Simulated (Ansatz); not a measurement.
# MP2/6-31G(d) (spherical functions) run of Si2H6O2 (SMILES O[SiH2][SiH2]O)

Aim: the vertical singlet–triplet gap of Si2H6O2 at MP2/6-31G* (spherical functions), from 2 runs. 

Program for the calculation: Ansatz 0.2.0.

48 further runs of the same task are left out: 48 set aside as unsound or not needed. Runs told in other sessions of the task aren't counted.

## (1) The system as given

Si2H6O2 has 10 atoms, charge 0, and is taken as a singlet. As SMILES, `O[SiH2][SiH2]O`. The shape is that of a PBE0-D4/def2-TZVP optimisation. This is one conformer, not always the lowest.

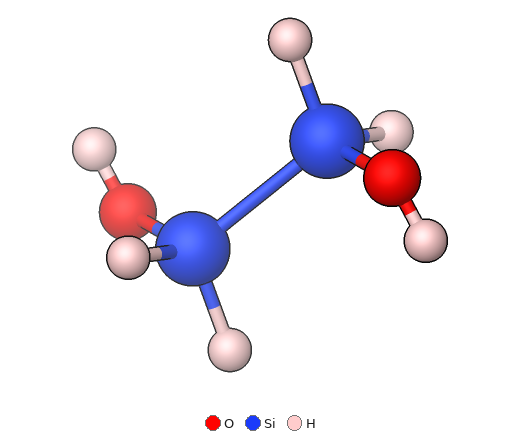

Viewed from a chosen angle; oxygen red, silicon blue, hydrogen pink.

## (2) The energy at MP2/6-31G(d) (spherical functions)

Input file job.yaml:

```yaml
basis:
  gaussian:
    orbitals: 6-31G_st_-spherical.json
crystal:
  periodic: [false, false, false]
  atoms:
    - symbol: O
      position_ang: [-1.023300, 1.887700, 1.029000]
    - symbol: Si
      position_ang: [0.114300, 0.686000, 0.959700]
    - symbol: Si
      position_ang: [-0.148600, -0.673600, -0.947700]
    - symbol: O
      position_ang: [0.987200, -1.877000, -1.014900]
    - symbol: H
      position_ang: [-1.013300, 2.545500, 0.332800]
    - symbol: H
      position_ang: [-0.079100, -0.112900, 2.199100]
    - symbol: H
      position_ang: [1.498300, 1.246700, 0.986300]
    - symbol: H
      position_ang: [-1.533500, -1.232000, -0.975500]
    - symbol: H
      position_ang: [0.047500, 0.124300, -2.187300]
    - symbol: H
      position_ang: [0.975700, -2.534100, -0.318000]
correlation:
  method: mp2
  frozen_orbitals: {H: 0, O: 1, Si: 5}
accuracy: high
```

The basis set 6-31G* is read from a file made from the Basis Set Exchange's data (not shown).

Launch:

```console
$ ansatz run job.yaml --threads 1 --pin off --max-ram 2610MiB --events-out events.jsonl --progress --plain --runs-dir runs
```

Standard output:

```text
Warning: RAYON_NUM_THREADS=1 ignored (pool sized by the plan → 1); use --threads N
Functional definition: HF
  name "HF"
  exchange = exact_x
  correlation = 0
1719 factors; integrals over basis functions are off by at most 8.4e-9 eV
mean field evaluation 1: about -19890.3465 eV, gradient 4.3e1 eV
mean field evaluation 2: about -19890.4564 eV, gradient 4.3e1 eV
mean field evaluation 4: about -19894.3154 eV, gradient 3.0e0 eV
mean field evaluation 8: about -19894.3577 eV, gradient 8.8e-2 eV
mean field -19894.35776890 eV, -731.1041631269 hartree, gradient 4.4e-8 eV, S^2 0.000000; 0 other end points of the search recorded, 0 dependent functions left out
12 core orbitals not correlated: weight in the atoms' cores, before any rotation towards them, 1.000 or more for the frozen orbitals, at most 0.000 for the correlated occupied ones
reference -19894.35776890 eV, -731.1041631269 hartree; 13, 13 occupied and 51, 51 virtual orbitals, 1719 factors
second order -13.94627368 eV of doubles, -0.00000000 eV of singles
Total energy: -19908.30404257 eV, -731.6166792315 hartree
```

Run time: 2.6 s. Hardware: 1 thread of Arm Neoverse V1, shared host; peak memory 0.19 GiB.

## (3) The triplet

Input file input.yaml:

```yaml
crystal:
  periodic: [false, false, false]
  atoms:
    - {symbol: O, position_ang: [-1.023300, 1.887700, 1.029000]}
    - {symbol: Si, position_ang: [0.114300, 0.686000, 0.959700]}
    - {symbol: Si, position_ang: [-0.148600, -0.673600, -0.947700]}
    - {symbol: O, position_ang: [0.987200, -1.877000, -1.014900]}
    - {symbol: H, position_ang: [-1.013300, 2.545500, 0.332800]}
    - {symbol: H, position_ang: [-0.079100, -0.112900, 2.199100]}
    - {symbol: H, position_ang: [1.498300, 1.246700, 0.986300]}
    - {symbol: H, position_ang: [-1.533500, -1.232000, -0.975500]}
    - {symbol: H, position_ang: [0.047500, 0.124300, -2.187300]}
    - {symbol: H, position_ang: [0.975700, -2.534100, -0.318000]}
basis:
  gaussian:
    orbitals: 6-31G_st_-spherical.json
magnetization:
  spin_polarized: true
  initial_magnetization: 2
correlation:
  method: mp2
  frozen_orbitals: {H: 0, O: 1, Si: 5}
accuracy: high
```

The basis set 6-31G* is read from a file made from the Basis Set Exchange's data (not shown).

Launch:

```console
$ ansatz run input.yaml --threads 1 --pin off --max-ram 2610MiB --events-out events.jsonl --progress --plain --runs-dir runs
```

Standard output:

```text
Warning: RAYON_NUM_THREADS=1 ignored (pool sized by the plan → 1); use --threads N
[... 4 set-up lines as earlier in the session ...]
1719 factors; integrals over basis functions are off by at most 8.4e-9 eV
mean field evaluation 1: about -19883.8636 eV, gradient 3.1e1 eV
mean field evaluation 2: about -19883.9884 eV, gradient 3.2e1 eV
mean field evaluation 4: about -19888.6373 eV, gradient 3.0e0 eV
mean field evaluation 8: about -19888.8222 eV, gradient 2.4e-1 eV
mean field evaluation 16: about -19888.8254 eV, gradient 2.3e-8 eV
mean field -19888.82539802 eV, -730.9008522471 hartree, gradient 5.6e-8 eV, S^2 2.008917; 3 other end points of the search recorded, 0 dependent functions left out
12 core orbitals not correlated: weight in the atoms' cores, before any rotation towards them, 1.000 or more for the frozen orbitals, at most 0.000 for the correlated occupied ones
reference -19888.82539802 eV, -730.9008522471 hartree; 14, 12 occupied and 50, 52 virtual orbitals, 1719 factors
second order -14.22850252 eV of doubles, -0.00000000 eV of singles
Total energy: -19903.05390054 eV, -731.4237400702 hartree
```

Run time: 4.2 s. Hardware: 1 thread of Arm Neoverse V1, shared host; peak memory 0.25 GiB.

## (4) Results

At MP2/6-31G* (spherical functions), 12 core orbitals frozen:

| quantity | value |
| --- | --- |
| singlet: total energy | -731.61668 Eh |
| singlet: correlation energy (12 core orbitals frozen) | -512.5 mEh |
| triplet: total energy | -731.42374 Eh |
| triplet: correlation energy (12 core orbitals frozen) | -522.9 mEh |
| triplet: ⟨S²⟩ of the reference determinant | 2.009 |
| vertical energy of the triplet above the singlet | 5.250 eV |

**Reading.** At this shape the triplet lies 5.25 eV (121 kcal/mol) above the singlet.
